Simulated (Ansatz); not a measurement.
The compound is MnBr2 (R-3m).

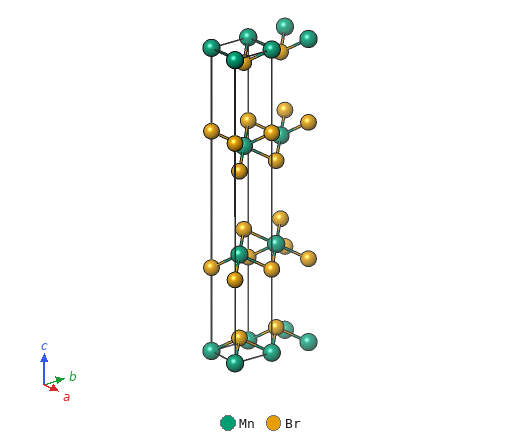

The structure (manganese teal, bromine orange). Bonds to atoms that aren't drawn are left out. 1×2×1 conventional cells are drawn. Some periodic images of atoms are drawn too.

```
Mn Br
1.0
     5.63882    2.89913   -2.89913
     2.89913    2.89913   -5.63882
     2.89913    5.63882   -2.89913
Mn Br
1 2
Cartesian
  0.0000 0.0000 0.0000
  8.2915 8.2915 -8.2915
  3.1456 3.1456 -3.1456
```

The cell is the Materials Project's (PBE, PBE+U or r2SCAN) relaxed one; the ions were relaxed with LDA. The program's search for lower electronic states was switched off, so nothing shows that the state found is the lowest. PAW set soft_2, made with PBE.

A constrained-RPA run (Ansatz 0.2.0; non-magnetic LDA; Mn t2g, bands v3 to v1, 6×6×6 mesh, medium accuracy) builds 3 functions on bands 0.67 eV wide, with 5.0 electrons in the window. The bare on-site interaction is 17.1 eV and the bare J 0.59 eV.

Question: What U and J survive the screening?

On the Mn t2g shell, U = 1.98 eV (12 % of the bare value), U′ = 1.18 eV, J = 0.37 eV.

The parent state is non-magnetic and the interaction static (zero frequency); U depends on the window and the orbitals, so it belongs to this model alone. A model of the t2g bands alone assumes low spin; where the ion is high-spin, as for many Cr, Mn, Fe and Co compounds, the eg bands are needed too.

[Paths, hosts, dates, memory and timing lines, banners, echoed tables and standing remarks are left out of the program output.]

[Logs are printed without paths, hosts, clocks, repeated set-up lines and the standing remarks that a program may print on its own settings, such as how far it seeks lower states.]

[Runs of the session that timed out or met a known fault of the program may be left out.]

[Hosts, paths, dates, database ids (printed as entryN), source tags and the programs' standing remarks are cut or masked in the printed files.]
